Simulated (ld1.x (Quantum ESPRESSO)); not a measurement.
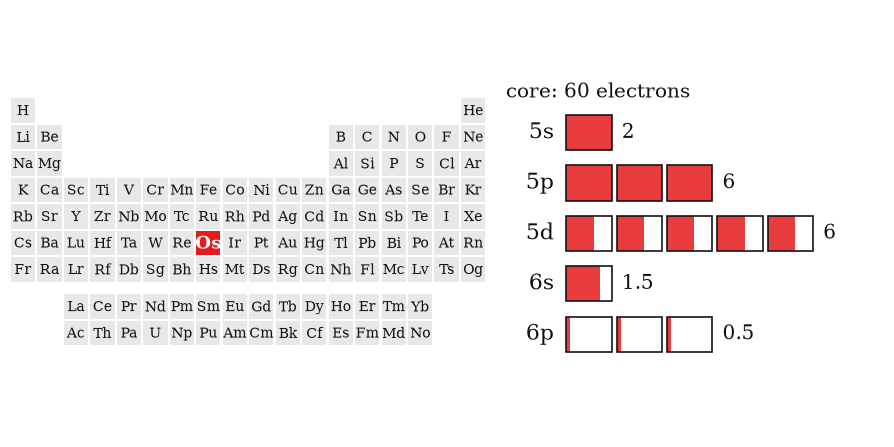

Left, the place of osmium in the periodic table; right, the valence shells of the reference configuration: a box for each of the 2l + 1 orbitals, shaded by the share of the shell that is filled, with the electron count at the right.

## Run report: Os, pseudopotential generation (part 1 of 2)

- system: osmium (Os, Z = 76), core [Kr] 4d10 4f14, reference valence 5s2 5p6 5d6 6s1.5 6p0.5, valence charge 16.
- method: TM potential, LDA (PZ), scalar-relativistic, made with ld1.x (Quantum ESPRESSO) 7.5

**Summary**

- outcome: generated; the pseudo-atom misses its reference levels by up to 2.39 eV (6s, which has no pseudo-wave of its own); ld1.x warns of wrong node counts
- reference test: the pseudo-atom misses its own reference levels by up to 2.39 eV
- cutoffs needed: 120 Ry and 180 Ry (the cutoffs, on a coarse ladder, from which the occupation-weighted sum of valence levels, in a spherical-Bessel basis at the reference potential, stays within 10 and 1 mRy of its value at 400 Ry); ghost states and empty shells don't enter this sum
- ghost test: no ghost state below the valence levels in the p, d, s, f channels (spherical-Bessel basis up to 400 Ry, 20 bohr box)
- largest excitation error: -8547 meV (all-electron minus pseudo) for 5s2 5p6 5d4 6s0 6p0, out of 7 test configurations
- range over which the phases arctan(r u′/u) at the test radius agree within 0.05 rad (a looser test near the poles than one of phase shifts): s: between about -7.2 and -2.6 Ry; p: up to about 2.5 Ry; d: over the whole range computed
- hardware: 1 CPU thread, shared host
- wall time: 3.9 s

**Remarks**

An excitation error of 8547 meV in its own tests makes this a poorly transferable potential. ld1.x warns that it found 2 nodes in place of 1 for the s state with pseudo n = 2. It picks states by counting nodes, so it can end on another state than the one meant.

**Input file**
```
 &input
   title='Os', zed=76., rel=1, dft='PZ', iswitch=3,
   config='[Xe] 4f14 5d6 6s1.5 6p0.5',
   nld=3, rlderiv=1.75, eminld=-9.0, emaxld=5.0, deld=0.04
 /
 &inputp
   pseudotype=2, tm=.true., lloc=0,
   nlcc=.false.,
   file_pseudopw='Os.UPF', file_wfcaegen='ae.wfc', file_wfcncgen='nc.wfc', file_beta='beta', file_chi='chi'
 /
3
5P  2  1   6.00   0.00  1.10  1.10  0.0
5D  3  2   6.00   0.00  1.40  1.40  0.0
5S  1  0   2.00   0.00  1.60  1.60  0.0
 &test
   configts(1)='5s2 5p6 5d6 6s1.5 6p0.5'
 /
```

**Input of the test run**
```
 &input
   title='Os', zed=76., rel=1, dft='PZ', iswitch=2,
   config='[Xe] 4f14 5d6 6s1.5 6p0.5'
 /
 &test
   file_pseudo='Os.UPF', nconf=10,
   configts(1)='5s2 5p6 5d6 6s1.5 6p0.5',
   configts(2)='5s2 5p6 5d6 6s2 6p0',
   configts(3)='5s2 5p6 5d6 6s1 6p0',
   configts(4)='5s2 5p6 5d6 6s0 6p0',
   configts(5)='5s2 5p6 5d6 6s1.5 6p0',
   configts(6)='5s2 5p6 5d6 6s0 6p2',
   configts(7)='5s2 5p6 5d5 6s0 6p0',
   configts(8)='5s2 5p6 5d4 6s0 6p0',
   configts(9)='5s2 5p6 5d6 6s1.5 6p0.5', lsdts(9)=1,
   configts(10)='5s2 5p6 5d6 6s2 6p0', lsdts(10)=1
 /
```

Run as:
```bash
ld1.x < Os.in > Os.out
```

**Output**
```
     Program LD1 v.7.5
     --------------------------- All-electron run ----------------------------

     Os
     scalar relativistic calculation

     atomic number is 76.00
     dft =PZ   lsd =0 sic =0 latt =0  beta=0.20 tr2=1.0E-14
     Exchange-correlation= PZ
                           (   1   1   0   0   0   0   0)
     mesh =1275 r(mesh) =  98.91557 a.u. xmin = -7.00 dx = 0.01250
     1 Ry =  13.60569312 eV, c = 137.03599908

     n l     nl                  e(Ry)          e(Ha)          e(eV)
     1 0     1S 1( 2.00)     -5425.7269     -2712.8634    -73820.7747
     2 0     2S 1( 2.00)      -945.0883      -472.5442    -12858.5820
     2 1     2P 1( 6.00)      -823.2095      -411.6048    -11200.3364
     3 0     3S 1( 2.00)      -219.9559      -109.9780     -2992.6526
     3 1     3P 1( 6.00)      -184.1778       -92.0889     -2505.8661
     4 0     4S 1( 2.00)       -46.4223       -23.2112      -631.6078
     4 1     4P 1( 6.00)       -34.6837       -17.3419      -471.8959
     3 2     3D 1(10.00)      -144.1557       -72.0779     -1961.3386
     5 0     5S 1( 2.00)        -6.8178        -3.4089       -92.7610
     5 1     5P 1( 6.00)        -3.8204        -1.9102       -51.9793
     4 2     4D 1(10.00)       -20.1130       -10.0565      -273.6515
     4 3     4F 1(14.00)        -3.9119        -1.9559       -53.2237
     5 2     5D 1( 6.00)        -0.5380        -0.2690        -7.3199
     6 0     6S 1( 1.50)        -0.5168        -0.2584        -7.0312
     6 1     6P 1( 0.50)        -0.1389        -0.0694        -1.8897

     final scf error:  8.0E-15 reached in  28 iterations

     Etot =  -34487.858901 Ry,  -17243.929450 Ha, -469231.224671 eV

     Ekin =   38224.861327 Ry,   19112.430664 Ha,  520075.732886 eV
     Encl =  -85494.089433 Ry,  -42747.044716 Ha,-1163206.344652 eV
     Eh   =   13437.982342 Ry,    6718.991171 Ha,  182833.063936 eV
     Exc  =    -656.613137 Ry,    -328.306568 Ha,   -8933.676840 eV

     normalization and overlap integrals

     s(1S/1S) =  1.000000  <r> =   0.0177  <r2> =    0.0004  r(max) =   0.0110
     s(2S/2S) =  1.000000  <r> =   0.0749  <r2> =    0.0066  r(max) =   0.0636
     s(2P/2P) =  1.000000  <r> =   0.0673  <r2> =    0.0055  r(max) =   0.0520
     s(3S/3S) =  1.000000  <r> =   0.1940  <r2> =    0.0431  r(max) =   0.1794
     s(3P/3P) =  1.000000  <r> =   0.1947  <r2> =    0.0439  r(max) =   0.1772
     s(4S/4S) =  1.000000  <r> =   0.4320  <r2> =    0.2107  r(max) =   0.4042
     s(4P/4P) =  1.000000  <r> =   0.4597  <r2> =    0.2404  r(max) =   0.4250
     s(3D/3D) =  1.000000  <r> =   0.1763  <r2> =    0.0364  r(max) =   0.1450
     s(5S/5S) =  1.000000  <r> =   1.0049  <r2> =    1.1343  r(max) =   0.9110
     s(5P/5P) =  1.000000  <r> =   1.1687  <r2> =    1.5480  r(max) =   1.0323
     s(4D/4D) =  1.000000  <r> =   0.4893  <r2> =    0.2771  r(max) =   0.4357
     s(4F/4F) =  1.000000  <r> =   0.5565  <r2> =    0.3822  r(max) =   0.4042
     s(5D/5D) =  1.000000  <r> =   1.8006  <r2> =    3.9097  r(max) =   1.3590
     s(6S/6S) =  1.000000  <r> =   2.9292  <r2> =    9.8072  r(max) =   2.4455
     s(6P/6P) =  1.000000  <r> =   4.4468  <r2> =   23.2698  r(max) =   3.4704

     ------------------------ End of All-electron run ------------------------

     --------------------- Generating NC pseudopotential ---------------------

      Generating local pot.: lloc=0, matching radius rcloc =   1.6000

      Wfc   5P  rcut= 1.099  Using Troullier-Martins method

      Wfc   5D  rcut= 1.411  Using Troullier-Martins method

     ------------------- End of pseudopotential generation -------------------

     --------------------------- All-electron run ----------------------------

     Os
     scalar relativistic calculation

     atomic number is 76.00
     dft =PZ   lsd =0 sic =0 latt =0  beta=0.20 tr2=1.0E-14
     Exchange-correlation= PZ
                           (   1   1   0   0   0   0   0)
     mesh =1275 r(mesh) =  98.91557 a.u. xmin = -7.00 dx = 0.01250
     1 Ry =  13.60569312 eV, c = 137.03599908

     n l     nl                  e(Ry)          e(Ha)          e(eV)
     1 0     1S 1( 2.00)     -5425.7269     -2712.8634    -73820.7747
     2 0     2S 1( 2.00)      -945.0883      -472.5442    -12858.5820
     2 1     2P 1( 6.00)      -823.2095      -411.6048    -11200.3364
     3 0     3S 1( 2.00)      -219.9559      -109.9780     -2992.6526
     3 1     3P 1( 6.00)      -184.1778       -92.0889     -2505.8661
     4 0     4S 1( 2.00)       -46.4223       -23.2112      -631.6078
     4 1     4P 1( 6.00)       -34.6837       -17.3419      -471.8959
     3 2     3D 1(10.00)      -144.1557       -72.0779     -1961.3386
     5 0     5S 1( 2.00)        -6.8178        -3.4089       -92.7610
     5 1     5P 1( 6.00)        -3.8204        -1.9102       -51.9793
     4 2     4D 1(10.00)       -20.1130       -10.0565      -273.6515
     4 3     4F 1(14.00)        -3.9119        -1.9559       -53.2237
     5 2     5D 1( 6.00)        -0.5380        -0.2690        -7.3199
     6 0     6S 1( 1.50)        -0.5168        -0.2584        -7.0312
     6 1     6P 1( 0.50)        -0.1389        -0.0694        -1.8897

     final scf error:  8.0E-15 reached in  28 iterations

     Etot =  -34487.858901 Ry,  -17243.929450 Ha, -469231.224671 eV

     Ekin =   38224.861327 Ry,   19112.430664 Ha,  520075.732886 eV
     Encl =  -85494.089433 Ry,  -42747.044716 Ha,-1163206.344652 eV
     Eh   =   13437.982342 Ry,    6718.991171 Ha,  182833.063936 eV
     Exc  =    -656.613137 Ry,    -328.306568 Ha,   -8933.676840 eV

     normalization and overlap integrals

     s(1S/1S) =  1.000000  <r> =   0.0177  <r2> =    0.0004  r(max) =   0.0110
     s(2S/2S) =  1.000000  <r> =   0.0749  <r2> =    0.0066  r(max) =   0.0636
     s(2P/2P) =  1.000000  <r> =   0.0673  <r2> =    0.0055  r(max) =   0.0520
     s(3S/3S) =  1.000000  <r> =   0.1940  <r2> =    0.0431  r(max) =   0.1794
     s(3P/3P) =  1.000000  <r> =   0.1947  <r2> =    0.0439  r(max) =   0.1772
     s(4S/4S) =  1.000000  <r> =   0.4320  <r2> =    0.2107  r(max) =   0.4042
     s(4P/4P) =  1.000000  <r> =   0.4597  <r2> =    0.2404  r(max) =   0.4250
     s(3D/3D) =  1.000000  <r> =   0.1763  <r2> =    0.0364  r(max) =   0.1450
     s(5S/5S) =  1.000000  <r> =   1.0049  <r2> =    1.1343  r(max) =   0.9110
     s(5P/5P) =  1.000000  <r> =   1.1687  <r2> =    1.5480  r(max) =   1.0323
     s(4D/4D) =  1.000000  <r> =   0.4893  <r2> =    0.2771  r(max) =   0.4357
     s(4F/4F) =  1.000000  <r> =   0.5565  <r2> =    0.3822  r(max) =   0.4042
     s(5D/5D) =  1.000000  <r> =   1.8006  <r2> =    3.9097  r(max) =   1.3590
     s(6S/6S) =  1.000000  <r> =   2.9292  <r2> =    9.8072  r(max) =   2.4455
     s(6P/6P) =  1.000000  <r> =   4.4468  <r2> =   23.2698  r(max) =   3.4704

     ------------------------ End of All-electron run ------------------------

     Computing logarithmic derivative in   1.75600

       Warning: n=2, l=0 expected 1 nodes, found 2
       Setting wfc to zero for this iteration
       (This warning will only be printed once per wavefunction)

     Computing logarithmic derivative in   1.75600
     Computing the partial wave expansion
       no projector for channel:   0
     R is outside the sphere for l=    1 j= 0.00
     R is outside the sphere for l=    2 j= 0.00

     ---------------------- Testing the pseudopotential ----------------------

     Os
     scalar relativistic calculation

     atomic number is 76.00   valence charge is 16.00
     dft =PZ   lsd =0 sic =0 latt =0  beta=0.20 tr2=1.0E-14
     mesh =1275 r(mesh) =  98.91557 xmin = -7.00 dx = 0.01250

     n l     nl             e AE (Ry)        e PS (Ry)    De AE-PS (Ry)
     1 0     5S   1( 2.00)       -6.81781       -6.82274        0.00493
     2 1     5P   1( 6.00)       -3.82041       -3.82478        0.00438
     3 2     5D   1( 6.00)       -0.53800       -0.54095        0.00295
     2 0     6S   1( 1.50)       -0.51678       -0.69248        0.17570  !
     3 1     6P   1( 0.50)       -0.13889       -0.14227        0.00338

     eps = 4.6E-16  iter = 24

     Etot =  -34487.858901 Ry,  -17243.929450 Ha, -469231.224671 eV
     Etotps =  -186.006274 Ry,     -93.003137 Ha,   -2530.744283 eV

     Ekin =      56.348923 Ry,      28.174462 Ha,     766.666161 eV
     Encl =    -378.409631 Ry,    -189.204815 Ha,   -5148.525313 eV
     Ehrt =     150.748953 Ry,      75.374477 Ha,    2051.043994 eV
     Ecxc =     -18.273329 Ry,      -9.136665 Ha,    -248.621312 eV
     Epseu=       3.578810 Ry,       1.789405 Ha,      48.692187 eV

     ---------------------- End of pseudopotential test ----------------------
```

**Output of the test run (extracts)**
```
     ---------------------- Testing the pseudopotential ----------------------

     Os
     scalar relativistic calculation

     atomic number is 76.00   valence charge is 16.00
     dft =PZ   lsd =0 sic =0 latt =0  beta=0.20 tr2=1.0E-14
     mesh =1275 r(mesh) =  98.91557 xmin = -7.00 dx = 0.01250

     n l     nl             e AE (Ry)        e PS (Ry)    De AE-PS (Ry)
     1 0     5S   1( 2.00)       -6.81781       -6.82274        0.00493
     2 1     5P   1( 6.00)       -3.82041       -3.82478        0.00438
     3 2     5D   1( 6.00)       -0.53800       -0.54095        0.00295
     2 0     6S   1( 1.50)       -0.51678       -0.69248        0.17570  !
     3 1     6P   1( 0.50)       -0.13889       -0.14227        0.00338

     eps = 5.3E-15  iter = 25

     Etot =  -34487.858901 Ry,  -17243.929450 Ha, -469231.224670 eV
     Etotps =  -186.006273 Ry,     -93.003137 Ha,   -2530.744271 eV

     Ekin =      56.348925 Ry,      28.174462 Ha,     766.666179 eV
     Encl =    -378.409632 Ry,    -189.204816 Ha,   -5148.525324 eV
     Ehrt =     150.748953 Ry,      75.374477 Ha,    2051.044000 eV
     Ecxc =     -18.273329 Ry,      -9.136665 Ha,    -248.621313 eV
     Epseu=       3.578810 Ry,       1.789405 Ha,      48.692188 eV

     ---------------------- End of pseudopotential test ----------------------

     ---------------------- Testing the pseudopotential ----------------------

     Os
     scalar relativistic calculation

     atomic number is 76.00   valence charge is 16.00
     dft =PZ   lsd =0 sic =0 latt =0  beta=0.20 tr2=1.0E-14
     mesh =1275 r(mesh) =  98.91557 xmin = -7.00 dx = 0.01250

     n l     nl             e AE (Ry)        e PS (Ry)    De AE-PS (Ry)
     1 0     5S   1( 2.00)       -6.74989       -6.71818       -0.03171  !
     2 1     5P   1( 6.00)       -3.75232       -3.72503       -0.02729  !
     3 2     5D   1( 6.00)       -0.47501       -0.45495       -0.02006  !
     2 0     6S   1( 2.00)       -0.46942       -0.62152        0.15210  !
     3 1     6P   1( 0.00)       -0.10275       -0.09503       -0.00772  !

     eps = 4.9E-15  iter = 24

     Etot =  -34488.044759 Ry,  -17244.022379 Ha, -469233.753397 eV
     Etotps =  -186.274933 Ry,     -93.137467 Ha,   -2534.399576 eV
     dEtot_ae =      -0.185858 Ry
     dEtot_ps =      -0.268660 Ry,   Delta E=       0.082802 Ry

     Ekin =      56.236971 Ry,      28.118486 Ha,     765.142975 eV
     Encl =    -379.903574 Ry,    -189.951787 Ha,   -5168.851439 eV
     Ehrt =     152.242934 Ry,      76.121467 Ha,    2071.370639 eV
     Ecxc =     -18.387044 Ry,      -9.193522 Ha,    -250.168478 eV
     Epseu=       3.535779 Ry,       1.767890 Ha,      48.106727 eV

     ---------------------- End of pseudopotential test ----------------------

     ---------------------- Testing the pseudopotential ----------------------

     Os
     scalar relativistic calculation

     atomic number is 76.00   valence charge is 16.00
     dft =PZ   lsd =0 sic =0 latt =0  beta=0.20 tr2=1.0E-14
     mesh =1275 r(mesh) =  98.91557 xmin = -7.00 dx = 0.01250

     n l     nl             e AE (Ry)        e PS (Ry)    De AE-PS (Ry)
     1 0     5S   1( 2.00)       -7.34644       -7.40130        0.05486  !
     2 1     5P   1( 6.00)       -4.35013       -4.39928        0.04914  !
     3 2     5D   1( 6.00)       -1.05857       -1.09658        0.03801  !
     2 0     6S   1( 1.00)       -0.99041       -1.21475        0.22434  !
     3 1     6P   1( 0.00)       -0.53709       -0.55385        0.01676  !

     eps = 2.3E-16  iter = 16

     Etot =  -34487.319797 Ry,  -17243.659899 Ha, -469223.889795 eV
     Etotps =  -185.362597 Ry,     -92.681299 Ha,   -2521.986614 eV
     dEtot_ae =       0.539103 Ry
     dEtot_ps =       0.643676 Ry,   Delta E=      -0.104572 Ry

     Ekin =      56.291134 Ry,      28.145567 Ha,     765.879890 eV
     Encl =    -369.370993 Ry,    -184.685497 Ha,   -5025.548380 eV
     Ehrt =     141.946237 Ry,      70.973119 Ha,    1931.276945 eV
     Ecxc =     -17.887229 Ry,      -8.943614 Ha,    -243.368148 eV
     Epseu=       3.658254 Ry,       1.829127 Ha,      49.773080 eV

     ---------------------- End of pseudopotential test ----------------------

     ---------------------- Testing the pseudopotential ----------------------

     Os
     scalar relativistic calculation

     atomic number is 76.00   valence charge is 16.00
     dft =PZ   lsd =0 sic =0 latt =0  beta=0.20 tr2=1.0E-14
     mesh =1275 r(mesh) =  98.91557 xmin = -7.00 dx = 0.01250

     n l     nl             e AE (Ry)        e PS (Ry)    De AE-PS (Ry)
     1 0     5S   1( 2.00)       -8.01879       -8.18237        0.16358  !
     2 1     5P   1( 6.00)       -5.02222       -5.16541        0.14319  !
     3 2     5D   1( 6.00)       -1.70723       -1.81570        0.10847  !
     2 0     6S   1( 0.00)       -1.55673       -1.87109        0.31437  !
     3 1     6P   1( 0.00)       -1.02472       -1.07952        0.05480  !

     eps = 1.2E-15  iter = 12

     Etot =  -34486.049482 Ry,  -17243.024741 Ha, -469206.606274 eV
     Etotps =  -183.824467 Ry,     -91.912233 Ha,   -2501.059282 eV
     dEtot_ae =       1.809419 Ry
     dEtot_ps =       2.181806 Ry,   Delta E=      -0.372388 Ry

     Ekin =      56.053568 Ry,      28.026784 Ha,     762.647644 eV
     Encl =    -357.323759 Ry,    -178.661879 Ha,   -4861.637405 eV
     Ehrt =     130.978132 Ry,      65.489066 Ha,    1782.048268 eV
     Ecxc =     -17.323504 Ry,      -8.661752 Ha,    -235.698278 eV
     Epseu=       3.791096 Ry,       1.895548 Ha,      51.580489 eV

     ---------------------- End of pseudopotential test ----------------------

     ---------------------- Testing the pseudopotential ----------------------

     Os
     scalar relativistic calculation

     atomic number is 76.00   valence charge is 16.00
     dft =PZ   lsd =0 sic =0 latt =0  beta=0.20 tr2=1.0E-14
     mesh =1275 r(mesh) =  98.91557 xmin = -7.00 dx = 0.01250

     n l     nl             e AE (Ry)        e PS (Ry)    De AE-PS (Ry)
     1 0     5S   1( 2.00)       -7.03748       -7.04664        0.00916  !
     2 1     5P   1( 6.00)       -4.04070       -4.04975        0.00905  !
     3 2     5D   1( 6.00)       -0.75742       -0.76520        0.00778  !
     2 0     6S   1( 1.50)       -0.72287       -0.90944        0.18658  !
     3 1     6P   1( 0.00)       -0.31070       -0.31384        0.00314

     eps = 7.4E-16  iter = 20

     Etot =  -34487.747445 Ry,  -17243.873723 Ha, -469229.708245 eV
     Etotps =  -185.892963 Ry,     -92.946481 Ha,   -2529.202603 eV
     dEtot_ae =       0.111455 Ry
     dEtot_ps =       0.113310 Ry,   Delta E=      -0.001855 Ry

     Ekin =      56.298387 Ry,      28.149193 Ha,     765.978572 eV
     Encl =    -374.840760 Ry,    -187.420380 Ha,   -5099.968347 eV
     Ehrt =     147.200527 Ry,      73.600264 Ha,    2002.765202 eV
     Ecxc =     -18.146848 Ry,      -9.073424 Ha,    -246.900440 eV
     Epseu=       3.595731 Ry,       1.797865 Ha,      48.922410 eV

     ---------------------- End of pseudopotential test ----------------------

     ---------------------- Testing the pseudopotential ----------------------

     Os
     scalar relativistic calculation

     atomic number is 76.00   valence charge is 16.00
     dft =PZ   lsd =0 sic =0 latt =0  beta=0.20 tr2=1.0E-14
     mesh =1275 r(mesh) =  98.91557 xmin = -7.00 dx = 0.01250

     n l     nl             e AE (Ry)        e PS (Ry)    De AE-PS (Ry)
     1 0     5S   1( 2.00)       -6.99642       -7.11531        0.11889  !
     2 1     5P   1( 6.00)       -3.99893       -4.09947        0.10054  !
     3 2     5D   1( 6.00)       -0.70033       -0.76961        0.06928  !
     2 0     6S   1( 0.00)       -0.63298       -0.82288        0.18990  !
     3 1     6P   1( 2.00)       -0.21751       -0.24118        0.02367  !

     eps = 7.5E-15  iter = 19

     Etot =  -34487.263444 Ry,  -17243.631722 Ha, -469223.123064 eV
     Etotps =  -185.118513 Ry,     -92.559257 Ha,   -2518.665686 eV
     dEtot_ae =       0.595457 Ry
     dEtot_ps =       0.887760 Ry,   Delta E=      -0.292303 Ry

     Ekin =      56.668491 Ry,      28.334246 Ha,     771.014101 eV
     Encl =    -374.296947 Ry,    -187.148474 Ha,   -5092.569404 eV
     Ehrt =     146.795508 Ry,      73.397754 Ha,    1997.254638 eV
     Ecxc =     -17.988032 Ry,      -8.994016 Ha,    -244.739644 eV
     Epseu=       3.702467 Ry,       1.851233 Ha,      50.374624 eV

     ---------------------- End of pseudopotential test ----------------------
```

(Continued in part 2.)
